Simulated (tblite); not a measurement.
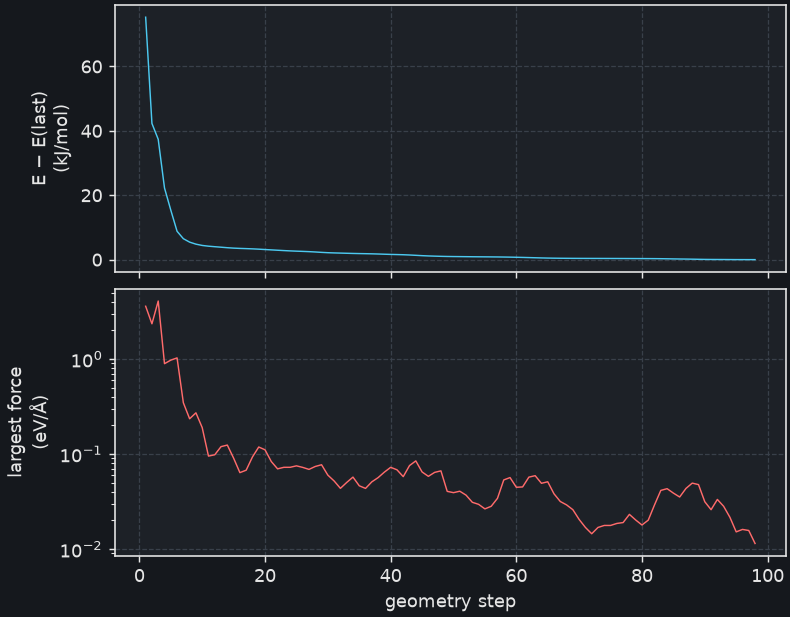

History of a geometry optimisation. C₉H₁₀NP (SMILES C#Cc1cpcn1C1CCC1); GFN2-xTB geometry optimisation, gas phase (tblite 0.8.0).

The optimisation met its thresholds at geometry 98, counting the start as the first. The energy fell by about 75 kJ/mol from the first step to the last. The largest force goes from about 3.6 eV/Å at the start to 0.011 eV/Å at the end.
